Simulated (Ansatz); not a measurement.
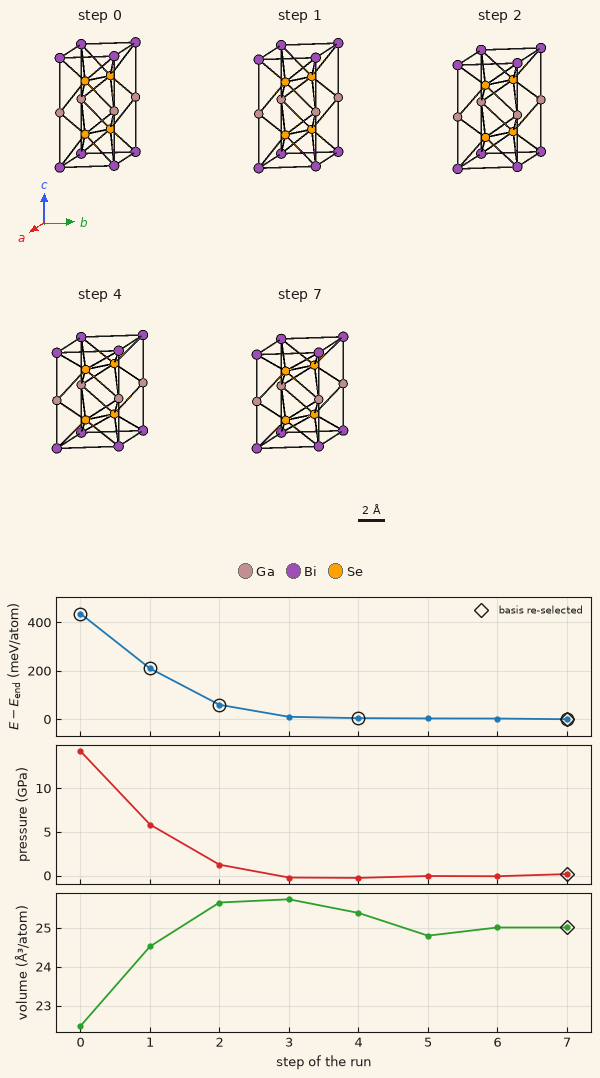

Frames of a relaxation of crystalline GaBiSe4 (a generated structure, set up in P6/mmm) (coarse preliminary run), marked on the history of the run. Style: ball-and-stick. Shown: the cell of the calculation, slightly off an axis.

These are results of DFT PBE, scalar-relativistic, plane waves, PAW (Ansatz), not measurements.

The input:
```yaml
crystal:
  lattice:
    - [4.21528953, 0.0, 0.0]
    - [-2.10764476, 3.65054782, 0.0]
    - [0.0, 0.0, 8.76274627]
  atoms:
    - { symbol: Ga, position: [0.0, 0.0, 0.5] }
    - { symbol: Bi, position: [0.0, 0.0, 0.0] }
    - { symbol: Se, position: [0.33333333, 0.66666667, 0.74326992] }
    - { symbol: Se, position: [0.33333333, 0.66666667, 0.25673008] }
    - { symbol: Se, position: [0.66666667, 0.33333333, 0.74326992] }
    - { symbol: Se, position: [0.66666667, 0.33333333, 0.25673008] }
basis:
  ecutwfc: 420
kpoints:
  mp_grid: { grid: [6, 6, 2] }
hamiltonian:
  xc: pbe
scf:
  occupations: { method: gaussian, width: 0.1 }
  lower_state_search: "off"
output:
  forces: true
  stress: true
  eigenvalues: true
relax:
  adjacent_minimum: "off"
  f_tol: 0.04
  max_steps: 70
  cell: { stress_tol: 0.4 }
```

Command:
```bash
ansatz run input.yaml --threads 1 --pin off --max-ram 2560MiB --backend cpu --events-out ev --progress --plain --runs-dir out
```

What happens along the run?

After 6 accepted moves (7 points after the start) the energy has fallen by 436 meV per atom. Largest force component: 0.0021 eV/Å at the start, 0.0022 eV/Å at the end. Pressure: 14.25 GPa at the start and 0.17 GPa at the end. The SCF was repeated once at an unchanged geometry on a basis and grid sized afresh for the cell, which shifted the energy by 2.8 meV per atom at most. The largest moves relative to the cell, 0.14 Å, are those of Se3, Se4, Se5 and Se6. Se6 goes along −c. Bi and Ga stay in place. The drawn cell changes as follows: a = b 4.215 → 4.805 Å (+14.0 %), c 8.763 → 7.504 Å (−14.4 %); the volume changes by +11.3 %. Among the contacts that change: Se3–Se5 2.434 → 2.774 Å, Ga1–Se3 3.235 → 3.401 Å, Bi2–Se3 3.314 → 3.299 Å. Bond angles that change, for instance: Bi2–Se6–Bi2 79.0° → 93.5°, Bi2–Se6–Se4 137.3° → 147.2°, Bi2–Se6–Se4 68.5° → 65.1°. The space group stays P6/mmm (No. 191). From step 0 to 1: volume +9.1 %, energy −226 meV per atom. From step 1 to 2: Se atoms move most (0.07 Å), volume +4.6 %, energy −150 meV per atom. From step 2 to 4: Se atoms move most (0.09 Å), volume −1.0 %, energy −55.1 meV per atom. From step 4 to 7: volume −1.5 %, energy −4.4 meV per atom.
